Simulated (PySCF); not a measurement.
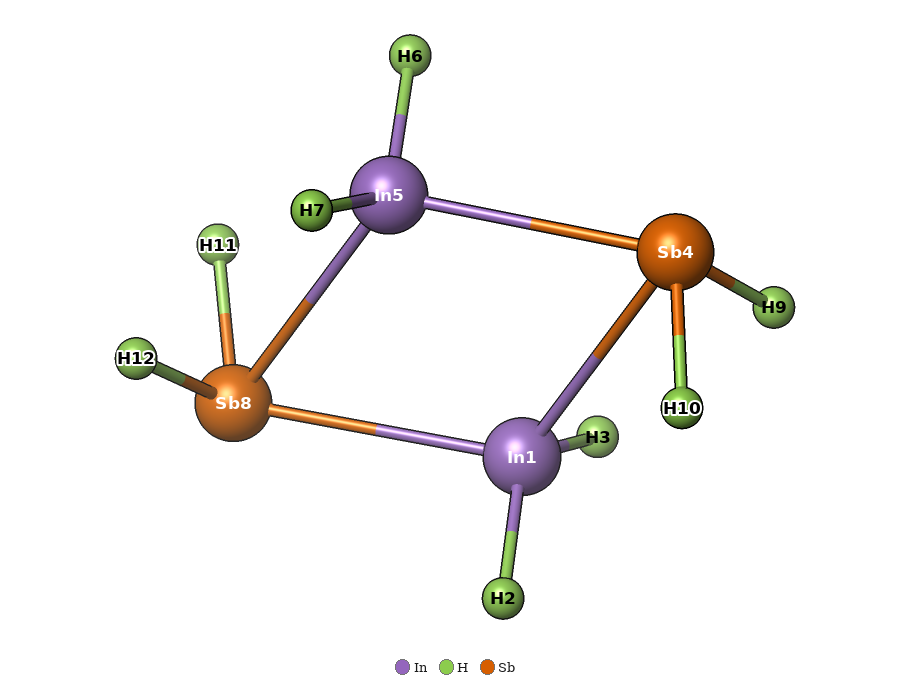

The atoms are numbered. The geometry was computed by an optimisation with PBE0-D3(BJ)/def2-SVP. No frequency run is at hand to confirm it as a minimum.

Which atoms are bonded, and how long are the bonds?

```json
{"bond": "In1–H2", "length (Å)": "1.719"}
{"bond": "In1–H3", "length (Å)": "1.720"}
{"bond": "In1–Sb4", "length (Å)": "3.099"}
{"bond": "In1–Sb8", "length (Å)": "2.961"}
{"bond": "Sb4–In5", "length (Å)": "2.963"}
{"bond": "Sb4–H9", "length (Å)": "1.713"}
{"bond": "Sb4–H10", "length (Å)": "1.711"}
{"bond": "In5–H6", "length (Å)": "1.720"}
{"bond": "In5–H7", "length (Å)": "1.721"}
{"bond": "In5–Sb8", "length (Å)": "3.100"}
{"bond": "Sb8–H11", "length (Å)": "1.711"}
{"bond": "Sb8–H12", "length (Å)": "1.711"}
```
